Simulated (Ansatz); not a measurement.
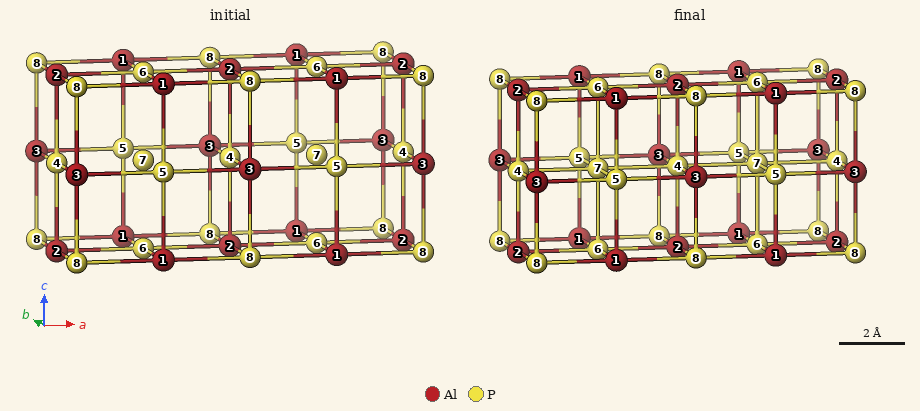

The structure of crystalline Al3P5 (a generated structure, set up in Pm-3m) (coarse preliminary run) before (left) and after (right) a relaxation, at one scale.

Style: ball-and-stick. Shown: the cell of the calculation, repeated 2 × 1 × 1 with one cell outlined, slightly off an axis.

Level of theory: Ansatz 0.2.0, DFT PBE, scalar-relativistic, plane waves, PAW. Settings: plane-wave cutoff 420 eV; k-point mesh 4 × 4 × 4; occupations gaussian; smearing width 0.1 eV; no spin polarisation; cell and atoms relaxed; force threshold 0.04 eV/Å; at most 70 steps.

Summarise the run.

Answer. After 4 accepted moves (5 points after the start) the energy has fallen by 276 meV per atom. All forces vanish by symmetry, so only the cell relaxes. The pressure goes from −15.16 to −0.04 GPa. The SCF was repeated once at an unchanged geometry on a basis and grid sized afresh for the cell, which shifted the energy by 0.3 meV per atom at most. The atoms keep their places relative to the cell (all moves are under 0.005 Å). The volume changes by −22.3 %, with a = b = c 5.492 → 5.049 Å (−8.1 %). Among the contacts that change: P4–P7 2.746 → 2.524 Å, Al1–P5 2.746 → 2.524 Å. The space group stays Pm-3m (No. 221).
